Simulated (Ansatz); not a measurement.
H20CO9: several calculations on one system

Part 1: Relaxation

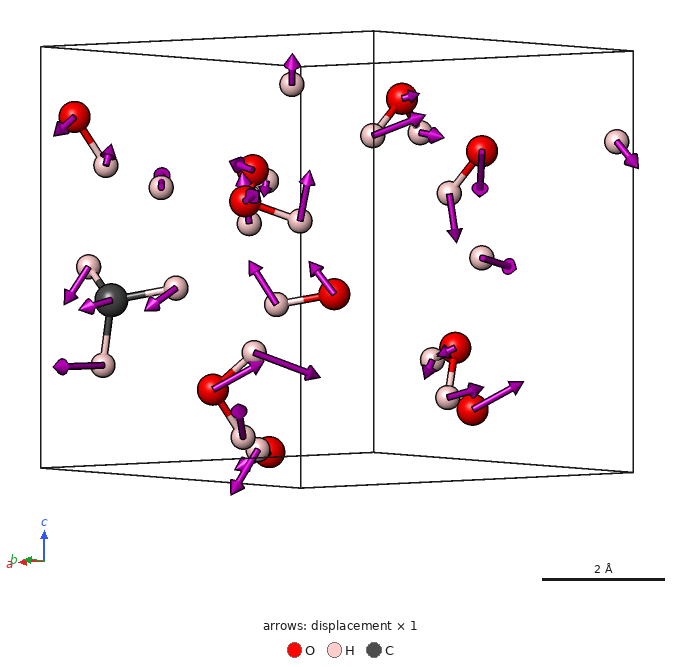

A relaxation of an amorphous cell of composition H$_{20}$CO$_{9}$. The starting structure is drawn; purple arrows show the displacements, at their true length.

Style: ball-and-stick. Shown: the cell of the calculation, from a free direction.

The cell holds 8 H2O + 1 CH3OH. The run prepares the start of a later molecular dynamics calculation, from a guessed geometry.

Computed with DFT PBE-D3(BJ), scalar-relativistic, plane waves, PAW (Ansatz). Set-up: plane-wave cutoff 420 eV; k-point mesh 1 × 1 × 1; occupations fermi dirac; smearing width 0.02 eV; no spin polarisation; atoms relaxed in a fixed cell; force threshold 0.3 eV/Å; at most 15 steps.

### What did the optimiser do to the structure, and how much energy did it gain?

The largest moves, 1.24 Å, are those of H atoms. By element the largest moves are H 1.24 Å, O 1.20 Å, C 0.67 Å. The cell stays as it was. Near-neighbour distances that change, for instance: H–O 0.969 → 0.996 Å, C–O 1.423 → 1.442 Å, C–H 1.097 → 1.102 Å. Bond angles that change, for instance: H–O–H 104.0° → 99.8°, H–O–H 104.0° → 100.5°, H–O–H 104.0° → 106.7°. Over 14 geometry steps the energy falls by 4.325 eV per cell of the calculation. The largest force component goes from 0.87 to 0.3 eV/Å.

Limits of the set-up: the program's low-accuracy preset was used; the periodic images lie only 7.0 Å apart, so the values are limited by the cell's size.

Part 2: Dynamics

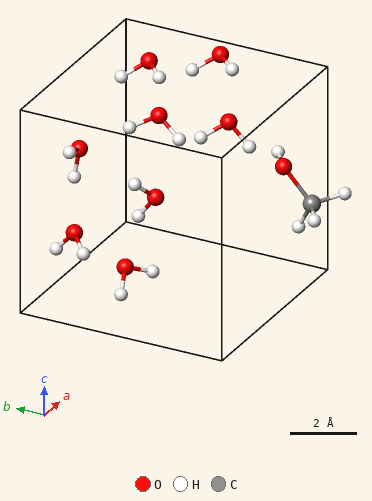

Starting frame of a dynamics run of a periodic cell with 8 H2O + 1 CH3OH at 0.866 g/cm³. Style: ball-and-stick. Shown: the simulation cell, from a free direction.

Theory: Ansatz, DFT PBE-D3(BJ), scalar-relativistic, plane waves, PAW.

Input
```yaml
accuracy: low
crystal:
  lattice:
    - [6.963758, 0.0, 0.0]
    - [0.0, 6.963758, 0.0]
    - [0.0, 0.0, 6.963758]
  atoms:
    - { symbol: O, position: [0.14692005, 0.40381107, 0.63772923] }
    - { symbol: H, position: [0.05637762, 0.46051022, 0.72918648] }
    - { symbol: H, position: [0.14830466, 0.48988757, 0.52487146] }
    - { symbol: O, position: [0.15598455, 0.55927704, 0.25377985] }
    - { symbol: H, position: [0.04082827, 0.51983362, 0.17979588] }
    - { symbol: H, position: [0.25706144, 0.47578197, 0.20586937] }
    - { symbol: O, position: [0.84881416, 0.45051529, 0.01506239] }
    - { symbol: H, position: [0.77919865, 0.55328586, -0.05368161] }
    - { symbol: H, position: [0.75633252, 0.34332353, 0.00791712] }
    - { symbol: O, position: [0.40567179, 0.91796594, 0.64024597] }
    - { symbol: H, position: [0.39720889, 0.93861335, 0.50009173] }
    - { symbol: H, position: [0.27225483, 0.89630393, 0.68681231] }
    - { symbol: O, position: [0.69147587, 0.67278576, 0.73280273] }
    - { symbol: H, position: [0.58215844, 0.76153931, 0.70227886] }
    - { symbol: H, position: [0.67196966, 0.56235019, 0.64968649] }
    - { symbol: O, position: [1.03853159, 0.9038037, 0.79190049] }
    - { symbol: H, position: [0.9757992, 1.00856934, 0.71779134] }
    - { symbol: H, position: [0.94105386, 0.80283369, 0.77810742] }
    - { symbol: O, position: [0.47391169, 0.2125721, 0.90723388] }
    - { symbol: H, position: [0.38437198, 0.30424169, 0.84881657] }
    - { symbol: H, position: [0.47789588, 0.1121194, 0.80621164] }
    - { symbol: O, position: [0.38159431, 0.9299227, 0.23414715] }
    - { symbol: H, position: [0.28601289, 0.83485395, 0.19537197] }
    - { symbol: H, position: [0.38951001, 1.02417836, 0.12988929] }
    - { symbol: C, position: [0.87890189, 1.01270522, 0.36948607] }
    - { symbol: O, position: [0.8632317, 1.14493628, 0.52811528] }
    - { symbol: H, position: [0.74516235, 0.93031641, 0.3652732] }
    - { symbol: H, position: [0.97633295, 1.23157006, 0.5303031] }
    - { symbol: H, position: [0.8964268, 1.08806707, 0.23136499] }
    - { symbol: H, position: [0.99994701, 0.91250068, 0.38930914] }
basis:
  ecutwfc: 420.0
kpoints:
  mp_grid: { grid: [1, 1, 1] }
hamiltonian:
  xc: pbe
  dispersion: d3bj
scf:
  occupations: { method: fermi_dirac, width: 0.02 }
  lower_state_search: "off"
md:
  timestep: 0.5
  n_steps: 300
  ensemble: nvt_langevin
  temperature: 350.0
  initial_velocities: maxwell_boltzmann
  seed: 584277
  friction: 0.02
```

Command:
```bash
ansatz run input.yaml --threads 1 --pin off --max-ram 3072MiB --backend cpu --events-out ev --progress --plain --runs-dir out
```

Question: What does the trajectory do?

Answer: Over the second half the temperature averages 351 K (spread ±38 K). The potential energy is still drifting at the end, so the run hasn't reached equilibrium. The potential energy in the second half lies on average 38.0 meV per atom above the first frame. Root-mean-square distances from the starting positions over the second half, with the common drift of all atoms taken out: H 0.58 Å, O 0.56 Å, C 0.44 Å. The heavy atoms stay within a fraction of a molecule's size of their starting places; so short a run doesn't tell a liquid from a solid.

Along the run (each row but the first and the last is the mean over the interval that it begins):

| time (fs) | potential energy (meV/atom) | T (K) |
| --- | --- | --- |
| 0.0 | 0.0 | 338 |
| 18.5 | 23.0 | 275 |
| 37.0 | 31.8 | 281 |
| 55.5 | 35.3 | 353 |
| 74.0 | 42.5 | 322 |
| 92.5 | 39.1 | 384 |
| 111.0 | 35.7 | 359 |
| 129.5 | 35.7 | 330 |
| 148.0 | 32.7 | 385 |

The paths of the atoms:

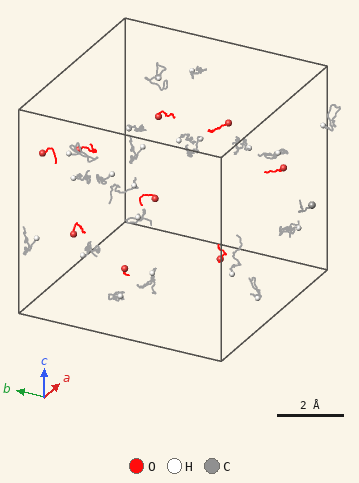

Limits of the set-up: the program's low-accuracy preset was used; the periodic images lie only 7.0 Å apart, so the values are limited by the cell's size.

Cost: 2.8 min on 1 thread of AMD EPYC 9R45 96-Core Processor (Zen 5), with other jobs on the host, peak memory 0.46 GiB.

Part 3: Dynamics

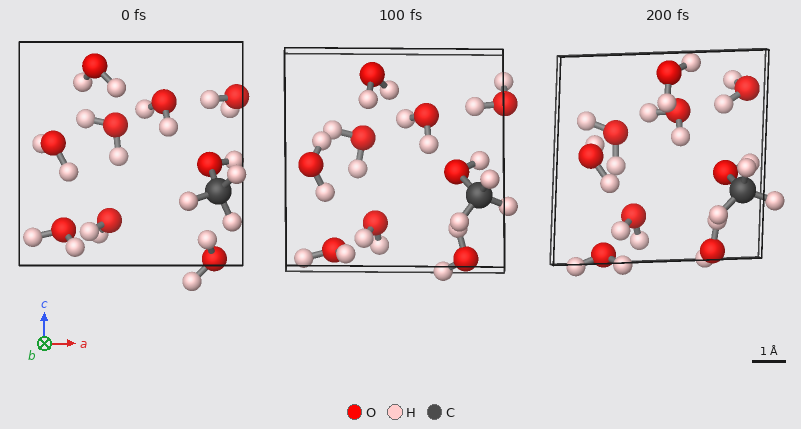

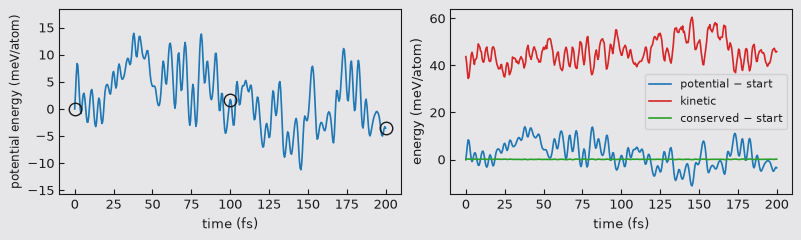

Molecular dynamics of a periodic cell with 8 H2O + 1 CH3OH at 0.866 g/cm³, 200 fs long. It starts from the last geometry of an earlier run, with fresh velocities. Frames and the history of the run. A ball-and-stick model of the simulation cell, seen along the b axis. Atoms that leave the cell re-enter on the other side.

Computed with DFT PBE-D3(BJ), scalar-relativistic, plane waves, PAW in Ansatz. Set-up: plane-wave cutoff 420 eV; k-point mesh 1 × 1 × 1; Fermi-Dirac smearing 0.02 eV; low-accuracy preset; Langevin thermostat and barostat (NPT); set temperature 350 K; time step 0.5 fs; friction 0.01 per fs; target pressure 0 GPa.

Q: What do the frames and curves show?

A: The mean temperature in the second half is 368 K (standard deviation 43 K). The potential energy in the second half lies on average 0.5 meV per atom below the first frame. The mean pressure there is 0.5 GPa. The volume ends −22.2 % from the start. Root-mean-square distances from the starting positions over the second half, with the common drift of all atoms taken out: H 0.83 Å, O 0.59 Å, C 0.14 Å. The heavy atoms stay within a fraction of a molecule's size of their starting places; so short a run doesn't tell a liquid from a solid.

Limits of the set-up: the program's low-accuracy preset was used; the periodic images lie only 7.0 Å apart, so the values are limited by the cell's size.

Cost: 4.9 min on 1 thread of AMD EPYC 9R45 96-Core Processor (Zen 5) (shared host), peak memory 0.48 GiB.
